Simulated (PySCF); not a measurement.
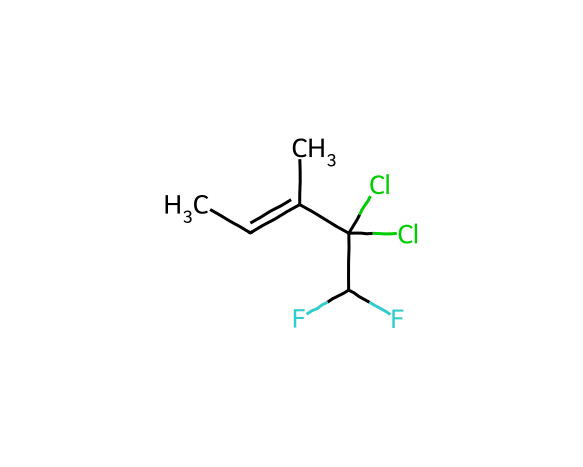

Skeletal drawing of a molecule.

**Give its SMILES.**

C/C=C(\C)C(Cl)(Cl)C(F)F

**What is the molecular formula?**

C6H8Cl2F2.

The parts below concern this one geometry. Atoms keep their numbers from picture to picture. Computed geometry: PBE0-D3(BJ)/def2-SVP optimisation. No frequency run is at hand to confirm it as a minimum.

**Dipole moment**

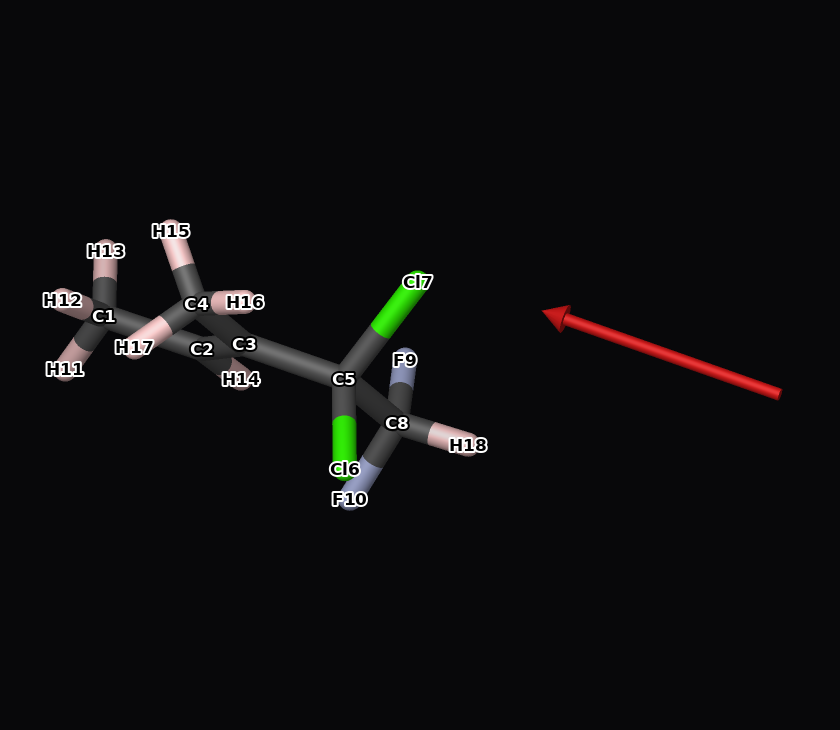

The arrow beside the molecule shows the direction of the dipole moment, from the negative to the positive end (its length means nothing). No frequency run is at hand to confirm it as a minimum. Level of theory: PBE0/pcSseg-1 in acetonitrile (IEF-PCM) (PySCF 2.14.0).

**How large is the dipole moment?**

2.02 D; it points from the side of H18 to the side of H11, H12, H13 (the outermost atoms at the two ends).

**NMR shielding**

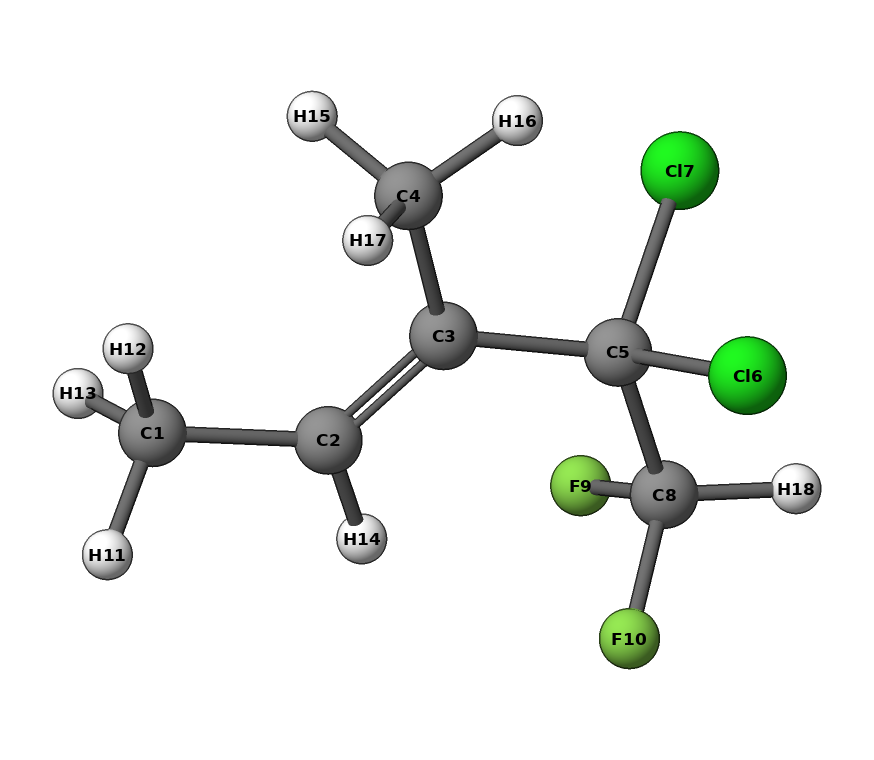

The questions are on isotropic NMR shieldings of the C atoms. No frequency run is at hand to confirm it as a minimum. Method: GIAO PBE0/pcSseg-1 NMR shielding, non-relativistic, IEF-PCM cyclohexane (PySCF 2.14.0).

List the isotropic NMR shieldings of the C atoms.

| atom | σ (ppm) |
| --- | --- |
| C1 | 168.3 |
| C2 | 47.7 |
| C3 | 49.0 |
| C4 | 167.9 |
| C5 | 82.2 |
| C8 | 65.3 |

**Charges**

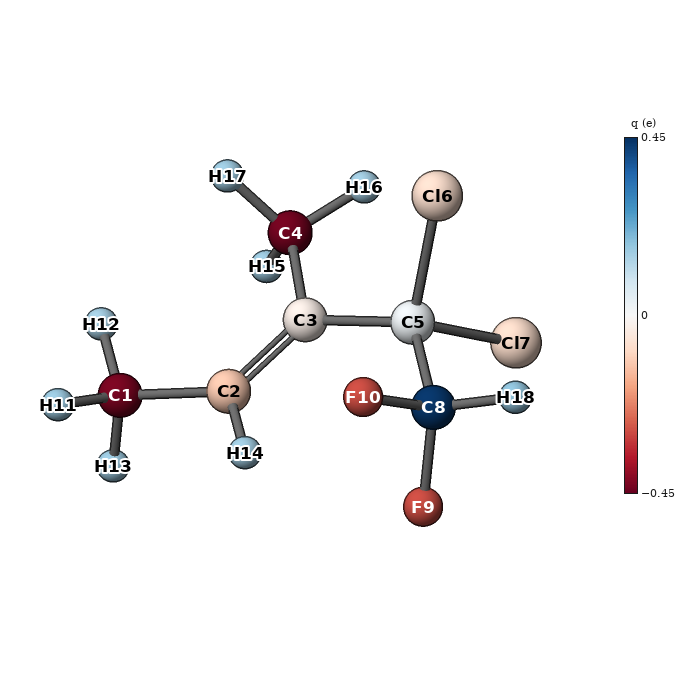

Atoms are coloured by their IAO charges. No frequency run is at hand to confirm it as a minimum. Level of theory: PBE0/pcSseg-1 in acetonitrile (IEF-PCM) (PySCF 2.14.0).

**Which atom carries the highest charge (most positive or least negative)?**

C8 (0.43 e).

**And the lowest?**

C4 (−0.43 e).

List the IAO charges.

| atom | value (e) |
| --- | --- |
| C1 | −0.42 |
| C2 | −0.12 |
| C3 | −0.03 |
| C4 | −0.43 |
| C5 | 0.02 |
| Cl6 | −0.08 |
| Cl7 | −0.08 |
| C8 | 0.43 |
| F9 | −0.29 |
| F10 | −0.29 |
| H11 | 0.16 |
| H12 | 0.15 |
| H13 | 0.16 |
| H14 | 0.16 |
| H15 | 0.16 |
| H16 | 0.15 |
| H17 | 0.16 |
| H18 | 0.18 |

**Quadrupole coupling**

No frequency run is at hand to confirm it as a minimum. Electric field gradients from the ground-state density, PBE0/pcSseg-1 in acetonitrile (IEF-PCM) (PySCF 2.14.0), non-relativistic apart from any core potentials.

Give the largest field-gradient component, the quadrupole coupling constant and the asymmetry for 35Cl at Cl6 (Q = −81.7 mb), 35Cl at Cl7 (Q = −81.7 mb), 2H at H11 (Q = 2.86 mb), 2H at H12 (Q = 2.86 mb), 2H at H13 (Q = 2.86 mb), 2H at H14 (Q = 2.86 mb).

```
atom  V_zz (a.u.)  e²qQ/h (MHz)     η
 Cl6        4.078         −78.3  0.01
 Cl7        4.075         −78.2  0.01
 H11        0.288         0.194  0.03
 H12        0.293         0.197  0.04
 H13        0.286         0.192  0.02
 H14        0.297         0.200  0.10
```
